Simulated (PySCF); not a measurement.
# IrOCl2: structure of the sextet

The task is one start of a wider search on IrOCl2: the sextet, from a trigonal planar start. It is relaxed, tested by its Hessian and followed downhill if it is a saddle.

Computed with PySCF 2.14.0. Level: PBE, basis Ir def2-SVP with ECP60, O def2-SVP, Cl def2-SVP, scalar-relativistic core potentials, no spin–orbit coupling, density fitting.

## Step 1: Where the work starts

4 atoms, charge 0, spin multiplicity 6.

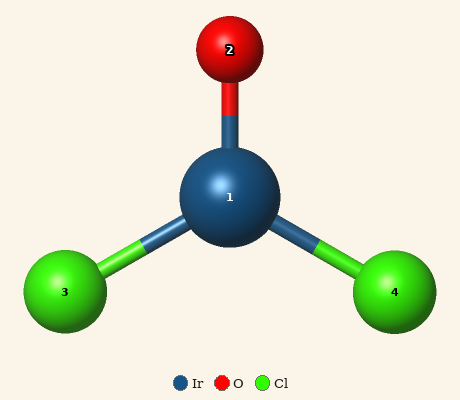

The starting geometry (iridium blue, oxygen red, chlorine green); atoms are numbered from 1 in the order of the file.

Z-matrix (Å, degrees; charge 0 multiplicity 6):
```
Ir
O  1 1.7200
Cl 1 2.2100 2 120.00
Cl 1 2.2100 2 120.00 3 180.00
```

## Step 2: Relaxation: trigonal planar start, sextet

The steps below are one call of a driver around PySCF. For each, scf.py gives the equivalent set-up of the SCF; relaxations use the driver's own optimiser. Before each start the driver seeks the lowest SCF state from one or more starting densities and follows internal instabilities, so scf.py alone need not reach the same state.

The program finds C2v symmetry in the start, which this walk keeps.

The input, scf.py:

```python
from pyscf import gto, scf, dft
mol = gto.M(atom='''
Ir    -0.089225    -0.154543    -0.000000
O     -0.949236    -1.644136    -0.000000
Cl     2.120768    -0.154540     0.000000
Cl    -1.194230     1.759362     0.000000''',
    basis={'Ir': 'def2-SVP', 'O': 'def2-SVP', 'Cl': 'def2-SVP'},
    ecp={'Ir': 'def2-SVP'},
    charge=0, spin=5)
mf = dft.UKS(mol, xc='PBE')
mf.grids.atom_grid = (50, 194)
aux = {'Ir': 'def2-universal-JKFIT', 'O': 'def2-universal-JKFIT', 'Cl': 'def2-universal-JKFIT'}
mf = mf.density_fit(auxbasis=aux)
mf.kernel()
```

Energy and gradient, step by step:

```tsv
step	energy (Eh)	change (kJ/mol)	largest symmetric gradient (Eh/bohr)
0	-1099.134886	0.00	0.09134
1	-1099.156029	-55.51	0.01751
2	-1099.156935	-57.89	0.00876
3	-1099.157182	-58.54	0.00130
4	-1099.157215	-58.63	0.00082
5	-1099.157313	-58.88	0.00172
6	-1099.157357	-59.00	0.00141
7	-1099.157381	-59.06	0.00021
8	-1099.157382	-59.06	0.00004
```

The walk needed 12 s of wall time on 4 threads, shared host.

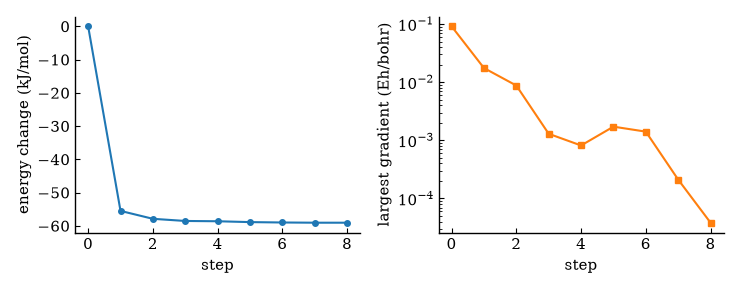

Energy and largest gradient along the walk.

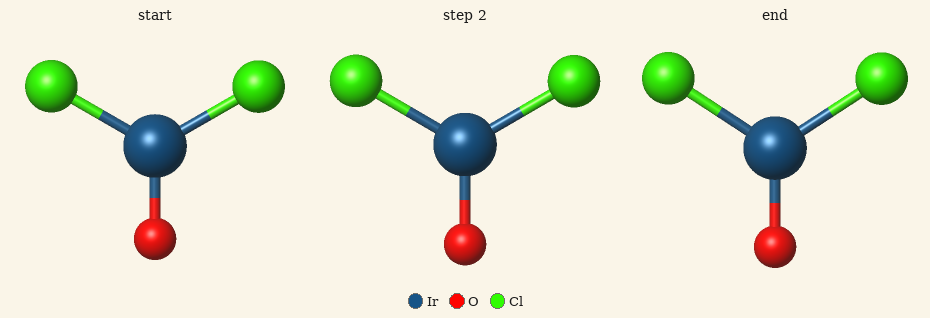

Start and end of the relaxation, with a step between.

It settles in C2v symmetry, 59.1 kJ/mol below the start, after 8 steps: Ir–Cl 2.355 Å (×2), Ir–O 1.828 Å; Cl–Ir–Cl 113.5°, Cl–Ir–O 123.2° (×2).

## Step 3: Is it a minimum? Harmonic modes

On the finer grid the gradient is checked again; gradients at displacements of ±0.01 bohr then give force constants and infrared intensities.

scf.py: that of step 2 with these lines changed.

```diff
@@ -3,4 +3,4 @@
-Ir    -0.089225    -0.154543    -0.000000
-O     -0.949236    -1.644136    -0.000000
-Cl     2.120768    -0.154540     0.000000
-Cl    -1.194230     1.759362     0.000000''',
+Ir    -0.109432    -0.189544     0.000000
+O     -1.023396    -1.772586     0.000000
+Cl     2.242077    -0.056648     0.000000
+Cl    -1.170108     1.913365    -0.000000''',
@@ -11 +11 @@
-mf.grids.atom_grid = (50, 194)
+mf.grids.atom_grid = (75, 302)
```

The driver hands on the density of the step before, so the log starts near convergence.

Log of the central SCF (cycles and frontier levels):

```text
init E= -1099.15728059743
[... the frontier-level lines of each cycle are left out ...]
cycle= 1 E= -1099.157280593  delta_E= 4.42e-09  |g|= 9.86e-05  |ddm|= 9.71e-05
cycle= 2 E= -1099.15728039772  delta_E= 1.95e-07  |g|= 0.000661  |ddm|= 0.000628
cycle= 3 E= -1099.15728059706  delta_E= -1.99e-07  |g|= 2.79e-05  |ddm|= 0.000538
cycle= 4 E= -1099.15728059754  delta_E= -4.79e-10  |g|= 1.7e-06  |ddm|= 3.33e-05
cycle= 5 E= -1099.15728059754  delta_E= -3.18e-12  |g|= 1.12e-07  |ddm|= 1.65e-06
Extra cycle  E= -1099.15728059754  delta_E= -1.36e-12  |g|= 4.23e-07  |ddm|= 8.81e-07
converged SCF energy = -1099.15728059754  <S^2> = 8.7559855  2S+1 = 6.0019948
```

The whole step took 24 s.

Geometry: C2v; Ir–Cl 2.355 Å (×2), Ir–O 1.828 Å; Cl–Ir–Cl 113.5°, Cl–Ir–O 123.2° (×2).

Modes, for the most abundant isotopes:

```csv
symmetry,ω (cm⁻¹),IR (km/mol),type
b2,168i,2.4,bend
b1,114i,15.1,bend
a1,67,0.7,bend
b2,297,22.0,stretch
a1,310,5.8,stretch
a1,736,7.9,stretch
```

2 modes are imaginary, the largest at 168i cm⁻¹: a saddle point, not a minimum.

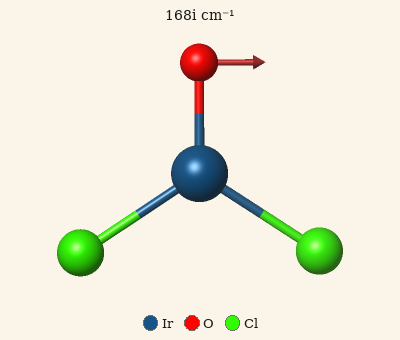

The imaginary mode, as arrows.

Constants and moments:

```
Dipole moment                                                   : 0.65 D
Highest occupied level                                          : -5.67 eV
Lowest empty level                                              : -7.18 eV
Rotational constants                                            : 0.1076, 0.06211, 0.03938 cm⁻¹
Zero-point energy (real modes)                                  : 8.4 kJ/mol
Principal polarisabilities                                      : 35.3, 70.1, 95.5 bohr³
Atomisation energy without zero-point energy                    : 1009 kJ/mol
Principal traceless quadrupole moments about the centre of mass : -5.47, -1.72, 7.19 D Å
Spin squared ⟨S²⟩                                               : 8.756
```

Charges (e) and bond orders:

```csv
atom,Mulliken,Löwdin,polar tensor,spin (Mulliken),Mayer order to Ir1
Ir1,0.62,-0.06,0.88,2.81,–
O2,-0.29,-0.11,-0.27,1.16,1.68
"Cl3,4",-0.17,0.09,-0.30,0.51,1.06
```

Mulliken populations on Ir1 (outside its core potential): s 2.67, p 6.42, d 7.25, f 0.04.

## Step 4: Leaving the saddle point

The atoms are moved a little along the softest imaginary mode and relaxed again.

The program finds Cs symmetry in the start, which this walk keeps.

scf.py: that of step 3 with these lines changed.

```diff
@@ -3,4 +3,4 @@
-Ir    -0.109432    -0.189544     0.000000
-O     -1.023396    -1.772586     0.000000
-Cl     2.242077    -0.056648     0.000000
-Cl    -1.170108     1.913365    -0.000000''',
+Ir    -0.096866    -0.196799     0.000000
+O     -1.127319    -1.712586     0.000000
+Cl     2.239779    -0.035444     0.000000
+Cl    -1.189619     1.904753    -0.000000''',
@@ -11 +11 @@
-mf.grids.atom_grid = (75, 302)
+mf.grids.atom_grid = (50, 194)
```

Energy and gradient, step by step:

```tsv
step	energy (Eh)	change (kJ/mol)	largest symmetric gradient (Eh/bohr)
0	-1099.157595	0.00	0.00345
1	-1099.157668	-0.19	0.00198
2	-1099.157999	-1.06	0.00809
3	-1099.158583	-2.59	0.00941
4	-1099.159357	-4.63	0.00620
5	-1099.159653	-5.40	0.00439
6	-1099.159775	-5.72	0.00311
7	-1099.159897	-6.04	0.00172
8	-1099.159936	-6.15	0.00096
9	-1099.159950	-6.18	0.00057
10	-1099.159951	-6.19	0.00015
```

The walk took 16 s.

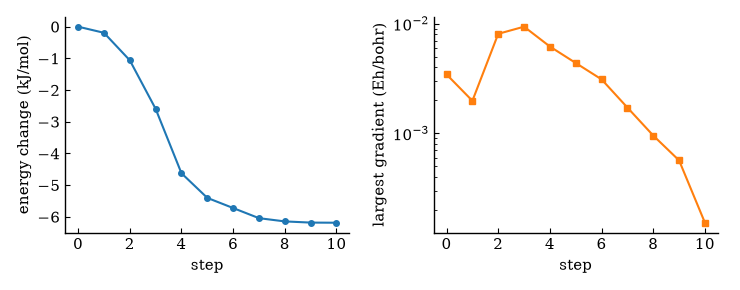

Energy and largest gradient along the walk.

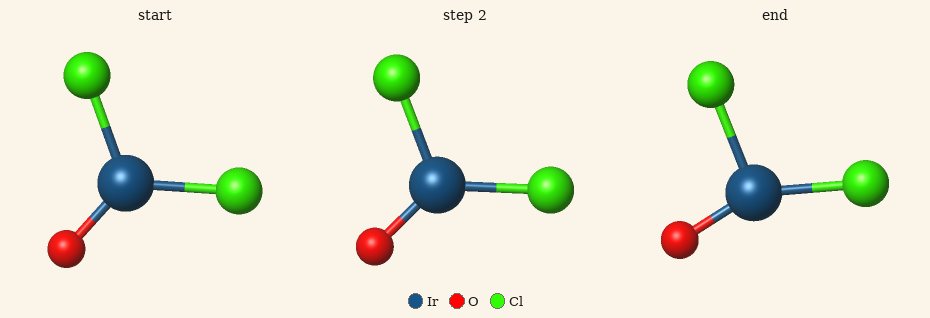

The geometry along the walk, at one scale.

It settles in Cs symmetry, 6.2 kJ/mol below the start, after 10 steps: Ir–Cl 2.318 Å, Ir–Cl 2.409 Å, Ir–O 1.815 Å; Cl–Ir–Cl 106.7°, Cl–Ir–O 101.1°, Cl–Ir–O 152.2°.

## Step 5: Vibrations and properties at this point

As before: finer grid, then central differences.

scf.py: that of step 4 with these lines changed.

```diff
@@ -3,4 +3,4 @@
-Ir    -0.096866    -0.196799     0.000000
-O     -1.127319    -1.712586     0.000000
-Cl     2.239779    -0.035444     0.000000
-Cl    -1.189619     1.904753    -0.000000''',
+Ir    -0.056388    -0.259027     0.000000
+O     -1.438880    -1.435079     0.000000
+Cl     2.206124     0.244676     0.000000
+Cl    -1.235548     1.841677    -0.000000''',
@@ -11 +11 @@
-mf.grids.atom_grid = (50, 194)
+mf.grids.atom_grid = (75, 302)
```

SCF at the final geometry:

```text
init E= -1099.15998481157
[... the frontier-level lines of each cycle are left out ...]
cycle= 1 E= -1099.15998473231  delta_E= 7.93e-08  |g|= 0.000424  |ddm|= 0.000446
cycle= 2 E= -1099.15998128274  delta_E= 3.45e-06  |g|= 0.00284  |ddm|= 0.00275
cycle= 3 E= -1099.15998476287  delta_E= -3.48e-06  |g|= 0.000272  |ddm|= 0.00238
cycle= 4 E= -1099.15998481347  delta_E= -5.06e-08  |g|= 2.04e-05  |ddm|= 0.000343
cycle= 5 E= -1099.15998481379  delta_E= -3.12e-10  |g|= 6.97e-07  |ddm|= 3.32e-05
cycle= 6 E= -1099.15998481379  delta_E= -9.09e-13  |g|= 4.16e-08  |ddm|= 6.62e-07
Extra cycle  E= -1099.15998481379  delta_E= -4.55e-13  |g|= 1.35e-07  |ddm|= 1.93e-07
converged SCF energy = -1099.15998481379  <S^2> = 8.7561316  2S+1 = 6.0020435
```

The whole step took 44 s.

Geometry: Cs; Ir–Cl 2.318 Å, Ir–Cl 2.409 Å, Ir–O 1.815 Å; Cl–Ir–Cl 106.8°, Cl–Ir–O 101.1°, Cl–Ir–O 152.2°.

Harmonic modes (main isotopes):

```json
{"symmetry": "a''", "ω (cm⁻¹)": "114i", "IR (km/mol)": "13.9", "μ (u)": "23.37"}
{"symmetry": "a'", "ω (cm⁻¹)": "76", "IR (km/mol)": "0.5", "μ (u)": "37.93"}
{"symmetry": "a'", "ω (cm⁻¹)": "134", "IR (km/mol)": "1.0", "μ (u)": "19.21"}
{"symmetry": "a'", "ω (cm⁻¹)": "279", "IR (km/mol)": "7.5", "μ (u)": "39.36"}
{"symmetry": "a'", "ω (cm⁻¹)": "341", "IR (km/mol)": "14.4", "μ (u)": "39.09"}
{"symmetry": "a'", "ω (cm⁻¹)": "758", "IR (km/mol)": "10.2", "μ (u)": "17.07"}
```

With 1 mode imaginary (up to 114i cm⁻¹) this point is a saddle.

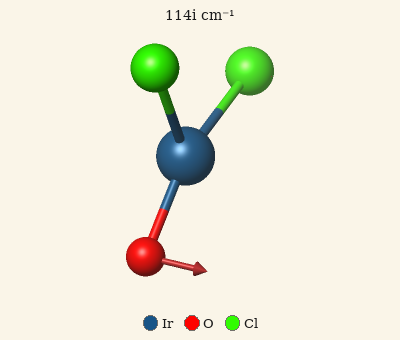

The imaginary mode, as arrows.

Properties at this point:

```
Dipole moment                                                   : 0.53 D
Highest occupied level                                          : -5.92 eV
Lowest empty level                                              : -7.18 eV
Rotational constants                                            : 0.1052, 0.06394, 0.03977 cm⁻¹
Zero-point energy (real modes)                                  : 9.5 kJ/mol
Principal polarisabilities                                      : 36.0, 71.8, 94.0 bohr³
Atomisation energy without zero-point energy                    : 1016 kJ/mol
Principal traceless quadrupole moments about the centre of mass : -6.54, -0.25, 6.79 D Å
Spin squared ⟨S²⟩                                               : 8.756
```

Charges (e) and bond orders:

```json
{"atom": "Ir1", "Mulliken": "0.57", "Löwdin": "-0.09", "polar tensor": "0.79", "spin (Mulliken)": "2.83", "Mayer order to Ir1": "–"}
{"atom": "O2", "Mulliken": "-0.27", "Löwdin": "-0.09", "polar tensor": "-0.26", "spin (Mulliken)": "1.14", "Mayer order to Ir1": "1.72"}
{"atom": "Cl3", "Mulliken": "-0.16", "Löwdin": "0.08", "polar tensor": "-0.32", "spin (Mulliken)": "0.36", "Mayer order to Ir1": "1.12"}
{"atom": "Cl4", "Mulliken": "-0.13", "Löwdin": "0.11", "polar tensor": "-0.21", "spin (Mulliken)": "0.67", "Mayer order to Ir1": "1.06"}
```

Outer orbital energies (eV). α occupied: -9.14, -8.95, -8.72, -8.17, -8.14, -7.02, -6.33, -5.92; empty: -1.16, -0.90, 0.80, 1.61. β occupied: -10.15, -10.00, -9.71, -8.81, -8.53, -8.15, -8.13, -7.63; empty: -7.18, -6.82, -5.14, -4.83.

Mulliken populations on Ir1 (outside its core potential): s 2.76, p 6.42, d 7.22, f 0.04.

## Step 6: Downhill along the imaginary mode

The atoms are moved a little along the softest imaginary mode and relaxed again.

The program finds C1 symmetry in the start.

scf.py: that of step 5 with these lines changed.

```diff
@@ -3,4 +3,4 @@
-Ir    -0.056388    -0.259027     0.000000
-O     -1.438880    -1.435079     0.000000
-Cl     2.206124     0.244676     0.000000
-Cl    -1.235548     1.841677    -0.000000''',
+Ir    -0.056547    -0.259101    -0.044967
+O     -1.439039    -1.435153     0.250000
+Cl     2.205965     0.244601     0.091770
+Cl    -1.235707     1.841602     0.042014''',
@@ -11 +11 @@
-mf.grids.atom_grid = (75, 302)
+mf.grids.atom_grid = (50, 194)
```

Energy and gradient, step by step:

```tsv
step	energy (Eh)	change (kJ/mol)	largest gradient (Eh/bohr)
0	-1099.161019	0.00	0.01022
1	-1099.163114	-5.50	0.01009
2	-1099.163611	-6.80	0.00595
3	-1099.163848	-7.43	0.00278
4	-1099.163921	-7.62	0.00180
5	-1099.163969	-7.74	0.00180
6	-1099.163982	-7.78	0.00082
7	-1099.163989	-7.80	0.00019
8	-1099.163991	-7.80	0.00022
```

The walk needed 14 s of wall time on 4 threads, shared host.

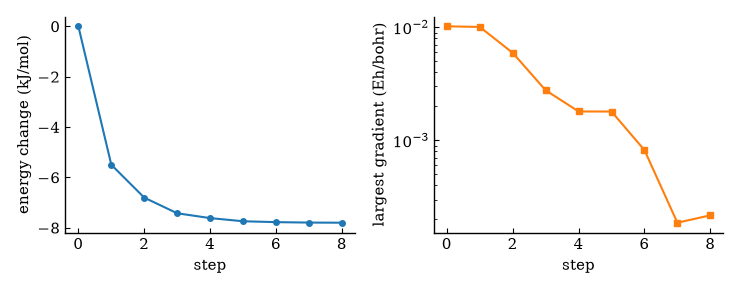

Energy and largest gradient along the walk.

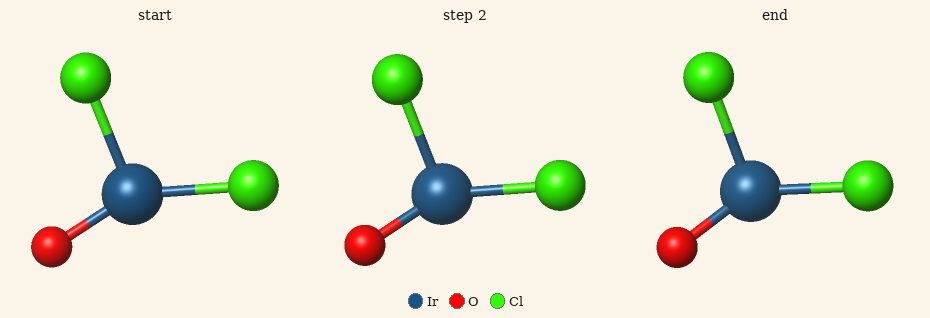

Start and end of the relaxation, with a step between.

After 8 steps and 7.8 kJ/mol it ends at C1: Ir–Cl 2.310 Å, Ir–Cl 2.391 Å, Ir–O 1.821 Å; Cl–Ir–Cl 102.6°, Cl–Ir–O 102.2°, Cl–Ir–O 135.0°.

## Step 7: Is it a minimum? Harmonic modes

The same treatment as at the point before.

scf.py: that of step 6 with these lines changed.

```diff
@@ -3,4 +3,4 @@
-Ir    -0.056547    -0.259101    -0.044967
-O     -1.439039    -1.435153     0.250000
-Cl     2.205965     0.244601     0.091770
-Cl    -1.235707     1.841602     0.042014''',
+Ir    -0.071552    -0.255984    -0.141068
+O     -1.301260    -1.433405     0.505144
+Cl     2.137465     0.222258     0.334200
+Cl    -1.148292     1.848130     0.216388''',
@@ -11 +11 @@
-mf.grids.atom_grid = (50, 194)
+mf.grids.atom_grid = (75, 302)
```

Log of the central SCF (cycles and frontier levels):

```text
init E= -1099.16397219844
[... the frontier-level lines of each cycle are left out ...]
cycle= 1 E= -1099.16397218914  delta_E= 9.3e-09  |g|= 0.00014  |ddm|= 0.000155
cycle= 2 E= -1099.16397182584  delta_E= 3.63e-07  |g|= 0.000905  |ddm|= 0.000863
cycle= 3 E= -1099.16397219066  delta_E= -3.65e-07  |g|= 0.000115  |ddm|= 0.000724
cycle= 4 E= -1099.16397219863  delta_E= -7.97e-09  |g|= 1.37e-05  |ddm|= 0.000135
cycle= 5 E= -1099.16397219877  delta_E= -1.35e-10  |g|= 1.28e-06  |ddm|= 2.13e-05
cycle= 6 E= -1099.16397219877  delta_E= 9.09e-13  |g|= 7.33e-08  |ddm|= 1.51e-06
Extra cycle  E= -1099.16397219877  delta_E= -1.14e-12  |g|= 3.3e-07  |ddm|= 3.1e-07
converged SCF energy = -1099.16397219877  <S^2> = 8.7567689  2S+1 = 6.0022559
```

The whole step took 46 s.

Geometry: C1; Ir–Cl 2.310 Å, Ir–Cl 2.390 Å, Ir–O 1.821 Å; Cl–Ir–Cl 102.6°, Cl–Ir–O 102.2°, Cl–Ir–O 135.0°.

Modes, for the most abundant isotopes:

| symmetry | ω (cm⁻¹) | IR (km/mol) | type |
| --- | --- | --- | --- |
| a | 86 | 1.5 | bend |
| a | 96 | 1.5 | bend |
| a | 137 | 2.8 | bend |
| a | 287 | 10.3 | stretch |
| a | 336 | 13.3 | stretch |
| a | 743 | 6.0 | stretch |

Every mode is real; the point is a minimum.

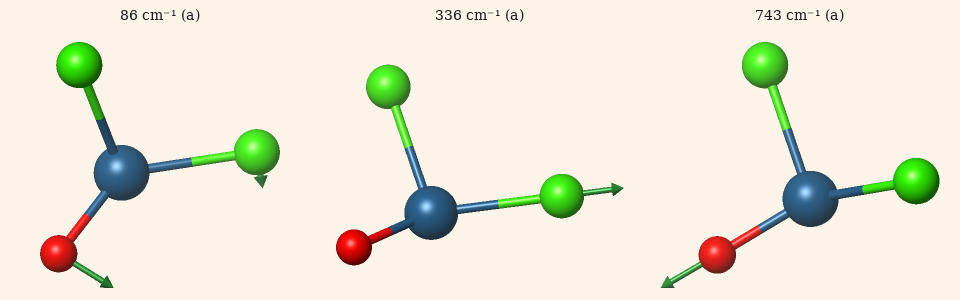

How the atoms move in 3 of the modes.

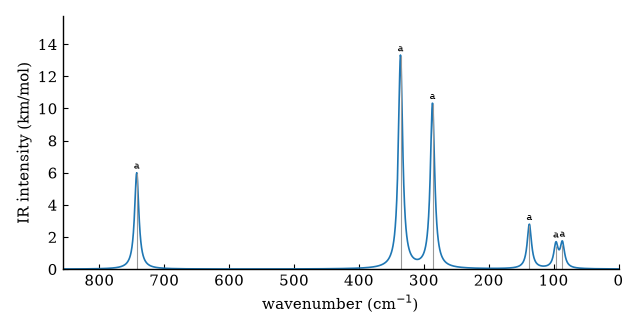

The harmonic infrared spectrum (widths in cm⁻¹). Lines are broadened to a width of 8 cm⁻¹ (Lorentzian).

Properties at this point:

| Quantity | Value |
| --- | --- |
| Dipole moment | 1.59 D |
| Highest occupied level | -5.84 eV |
| Lowest empty level | -6.80 eV |
| Rotational constants | 0.09786, 0.06638, 0.04194 cm⁻¹ |
| Zero-point energy | 10.1 kJ/mol |
| Principal polarisabilities | 37.4, 71.9, 89.0 bohr³ |
| Atomisation energy without zero-point energy | 1027 kJ/mol |
| Principal traceless quadrupole moments about the centre of mass | -4.87, -0.51, 5.38 D Å |
| Entropy at 298.15 K and 1 bar (electronic part: spin only) | 366.6 J/(mol K) |
| Heat capacity Cp at 298.15 K | 74.6 J/(mol K) |
| Enthalpy at 298.15 K above 0 K | 18.00 kJ/mol |
| Rotational symmetry number | 1 |
| Spin squared ⟨S²⟩ | 8.757 |

Populations by atom (charges in e):

```
atom  Mulliken  Löwdin  polar tensor  spin (Mulliken)  Mayer order to Ir1
 Ir1      0.56   -0.12          0.68             2.77                   –
  O2     -0.26   -0.09         -0.20             1.15                1.74
 Cl3     -0.15    0.11         -0.26             0.44                1.14
 Cl4     -0.15    0.10         -0.22             0.64                1.08
```

Outer orbital energies (eV). α occupied: -9.01, -8.75, -8.46, -8.14, -7.83, -7.02, -6.15, -5.84; empty: -2.33, 0.13, 0.85, 1.49. β occupied: -10.16, -10.00, -9.68, -8.96, -8.63, -8.34, -8.09, -7.57; empty: -6.80, -6.37, -5.21, -4.50.

Mulliken populations on Ir1 (outside its core potential): s 2.74, p 6.41, d 7.26, f 0.04.

## Step 8: All stationary points

| spin | group | bonds | imaginary modes (cm⁻¹) | ΔE (kJ/mol) | with zero-point energy |
| --- | --- | --- | --- | --- | --- |
| sextet | C1 | Ir–Cl 2.310 Å, Ir–Cl 2.390 Å, Ir–O 1.821 Å | none | 0.0 | 0.0 |
| sextet | Cs | Ir–Cl 2.318 Å, Ir–Cl 2.409 Å, Ir–O 1.815 Å | 114i | 10.5 | – |
| sextet | C2v | Ir–Cl 2.355 Å (×2), Ir–O 1.828 Å | 168i, 114i | 17.6 | – |

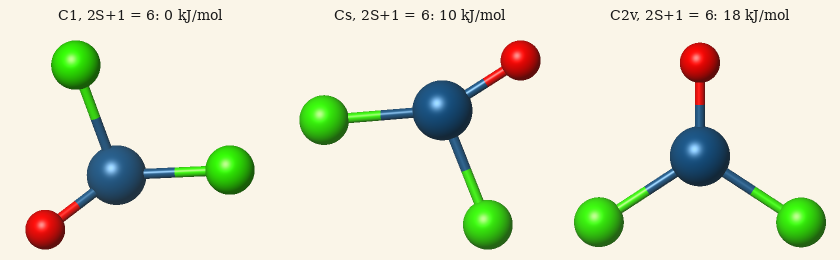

The points, lowest first (iridium blue, oxygen red, chlorine green).

## Step 9: Outcome

| quantity | value |
| --- | --- |
| minimum | sextet, C1 |
| geometry | Ir–Cl 2.310 Å, Ir–Cl 2.390 Å, Ir–O 1.821 Å; Cl–Ir–Cl 102.6°, Cl–Ir–O 102.2°, Cl–Ir–O 135.0° |
| wavenumbers (cm⁻¹) | 86 (a), 96 (a), 137 (a), 287 (a), 336 (a), 743 (a) |
| dipole moment | 1.59 D |
| highest occupied, lowest empty level (either spin) | -5.84, -6.80 eV |
| polar-tensor charge of Ir1 | +0.68 e |
| zero-point energy | 10.1 kJ/mol |
| entropy at 298.15 K | 366.6 J/(mol K) |
| atomisation energy (no zero-point energy) | 1027 kJ/mol |
| ⟨S²⟩ | 8.757 |

**Reading.** The trigonal planar start ends in a minimum without symmetry. An empty level of one spin lies below a filled level of the other, which hints that a lower spin is more stable. The strongest infrared band lies at 336 cm⁻¹ (a, stretch). Most of the spin sits on Ir1 (Mulliken spin 2.77, against 5 for the whole molecule). Only this shape and spin were tried, so other structures or states may lie lower. Modes under about 90 cm⁻¹ are uncertain by tens of cm⁻¹. One determinant may miss the lowest occupation of an open d or f shell. Spin–orbit coupling, left out here, can matter for elements this heavy.

The search up to here took 2.8 min.
